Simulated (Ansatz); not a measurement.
# C₄H₅FGeN₂ (SMILES Fc1cnc[c]([GeH3])n1): what the fields show

Input file:

```
crystal:
  periodic: [false, false, false]
  atoms:
    - {symbol: C, position_ang: [-0.857916, 1.373792, 1.489647]}
    - {symbol: C, position_ang: [-2.043233, 0.958355, 2.118432]}
    - {symbol: C, position_ang: [-1.862954, -1.026752, 1.014430]}
    - {symbol: C, position_ang: [-0.680061, -0.602858, 0.391373]}
    - {symbol: F, position_ang: [-0.379966, 2.587377, 1.750575]}
    - {symbol: Ge, position_ang: [0.348959, -1.712066, -0.877731]}
    - {symbol: N, position_ang: [-2.536553, -0.248263, 1.871376]}
    - {symbol: "N", position_ang: [-0.188525, 0.625356, 0.650371]}
    - {symbol: H, position_ang: [-2.569713, 1.620012, 2.814562]}
    - {symbol: H, position_ang: [-2.277397, -2.020898, 0.817264]}
    - {symbol: H, position_ang: [0.425270, -0.984572, -2.231770]}
    - {symbol: H, position_ang: [-0.363426, -3.069397, -1.044565]}
    - {symbol: H, position_ang: [1.767484, -1.925102, -0.320121]}
basis:
  gaussian:
    orbitals: def2-SVPD
hamiltonian:
  xc: {name: PBE0}
output: {forces: true, orbitals: {seedname: orbitals}}
```

Command:

```sh
ansatz run input.yaml --threads 4 --pin off --max-ram 7830MiB --events-out events.jsonl --progress --plain --runs-dir runs
```

Geometry: B3LYP/def2-SVP.

Theory: isolated molecule in a Gaussian basis; Kohn-Sham density functional theory, functional PBE0 in Ansatz 0.2.0.

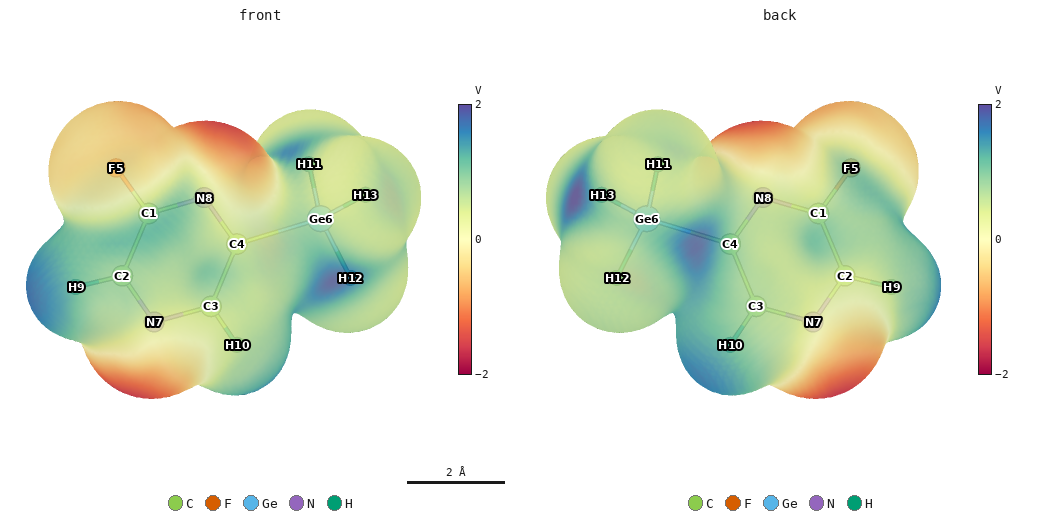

Figure 1. The electrostatic potential painted on the density surface at 0.004 e/bohr³, seen from the front and from behind; the colour scale runs from red (negative) to blue (positive).

Q: Describe the electrostatic potential map.

A: The most negative region (about −1.5 V, or −35 kcal/mol for a unit charge) lies over N7, the most positive (about +1.9 V, or +44 kcal/mol for a unit charge) over Ge6. N7 is the likeliest acceptor of a hydrogen bond.

Q: How polar is the molecule by this calculation?

A: Its dipole moment is 1.29 D.

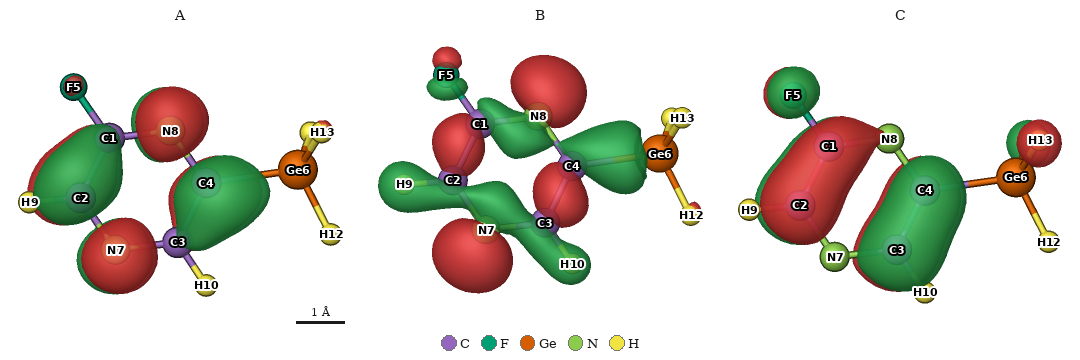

Figure 2. Three frontier orbitals at ±0.1 Å⁻³ᐟ² (green and red are the two phases), in no order.

Q: Order the three orbitals by energy and name them.

A: C is the HOMO−1 (−8.06 eV). Its weight (Hirshfeld) is mainly on C3 (about 20 %), C2 (about 20 %), C4 (about 20 %), C1 (about 15 %) and F5 (about 10 %). B is the HOMO (−7.66 eV). Its weight (Hirshfeld) is mainly on N7 (about 30 %), N8 (about 20 %), C4 (about 10 %), C3 (about 10 %), Ge6 (about 5 %) and C2 (about 5 %). A is the LUMO (−2.04 eV). By Hirshfeld shares it lies mainly on N7 (about 20 %), N8 (about 20 %), C2 (about 20 %), C4 (about 15 %), C1 (about 10 %) and C3 (about 5 %).

Q: What is the HOMO–LUMO gap?

A: 5.62 eV between the orbital energies.
